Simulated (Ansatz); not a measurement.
## Electronic structure of C2H6ClInO in real space

```xyz
11

C    -0.9307    0.5852    1.3311
C     0.2786   -0.1608    0.7903
In    0.3377   -0.2281   -1.3565
O     1.6196   -1.0237   -2.6366
Cl   -1.3723    0.7923   -2.5761
H    -0.9551    1.6230    0.9933
H    -1.8690    0.1254    1.0152
H    -0.9203    0.5950    2.4255
H     1.2167    0.2986    1.1112
H     0.3028   -1.1982    1.1328
H     2.3574   -1.4658   -2.2096
```

Geometry: PBE0-D4/def2-TZVP; core potentials replace the inner electrons of In.

These are results of RKS PBE0-D4/def2-TZVPP (Ansatz), not measurements.

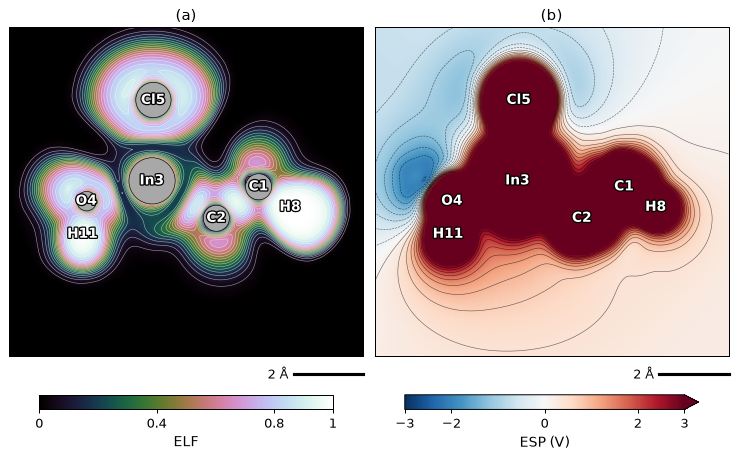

Figure 1. (a) electron localisation function; (b) molecular electrostatic potential on the plane of atoms C2, C1 and H8. Grey discs cover the atomic cores in the ELF map.

> Describe what can be read from this map.

- The plane passes through C, In, O, Cl and H nuclei.
- C–C (1.52 Å): the ELF peaks at about 0.95 between the atoms, as expected for a covalent bond.
- In–O (1.98 Å): the ELF peaks at about 0.85 in the valence shell of O, 0.6 Å from its nucleus, and drops to about 0.15 between the two atoms.
- C–In (2.15 Å): the ELF peaks at about 0.90 in the valence shell of C, 0.6 Å from its nucleus, and drops to about 0.20 between the two atoms.
- In–Cl (2.34 Å): the ELF peaks at about 0.80 in the valence shell of Cl, 0.8 Å from its nucleus, and drops to about 0.15 between the two atoms.
- O–H (0.96 Å): the ELF climbs to about 1 towards the hydrogen, as it does in any bond to H; an ordinary covalent bond to hydrogen.
- The ELF also peaks beside O4 and Cl5, away from the bonds: lone-pair regions.
- Outside the dense part of the molecule the potential is most negative (−2.1 V) near O4.

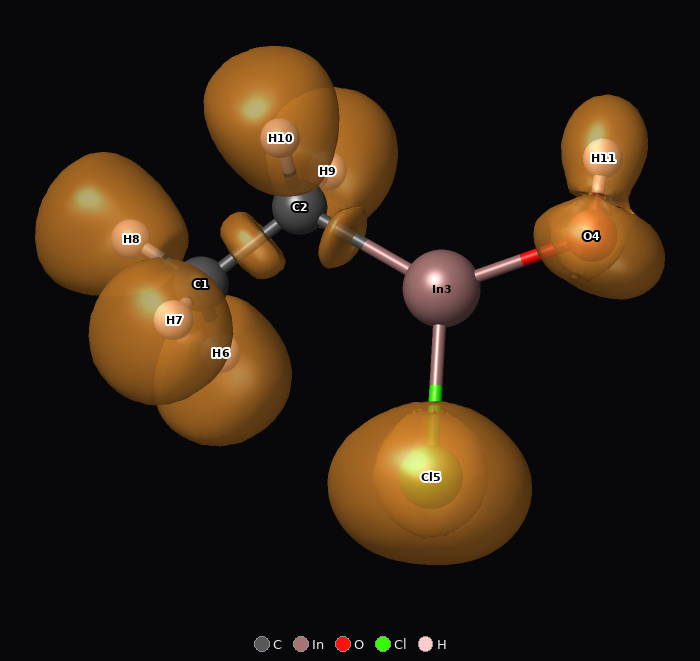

Figure 2. Isosurface of the electron localisation function at 0.8 (orange), seen at a tilt. Only the valence region is drawn (cores and ρ < 0.01 e/Å³ removed).

> Describe the localisation domains.

The ELF exceeds this value in one region between bonded C–C atoms (shared pairs), five regions around hydrogen nuclei, one lobe of the valence shell of C pointing towards In (polar bonds), one region wrapped around Cl (its valence shell) and one joined region spread over several atoms (H, O), in which their bonds and any lone pairs are merged.

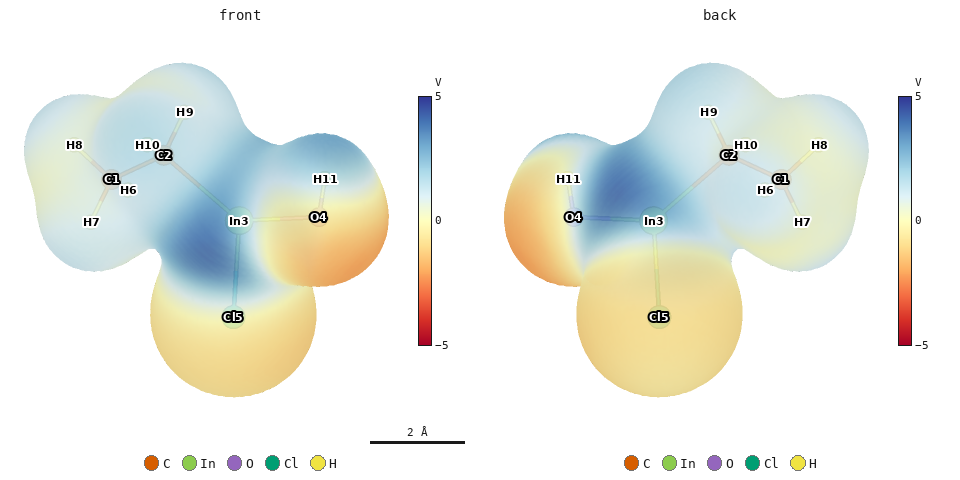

Figure 3. The electrostatic potential painted on the density surface at 0.004 e/bohr³, seen from the front and from behind; red is negative and blue positive.

> Where is the surface potential most negative and most positive?

The most negative region (about −2.0 V) lies over O4, the most positive (about +4.1 V) over In3. O4 is the likeliest acceptor of a hydrogen bond.
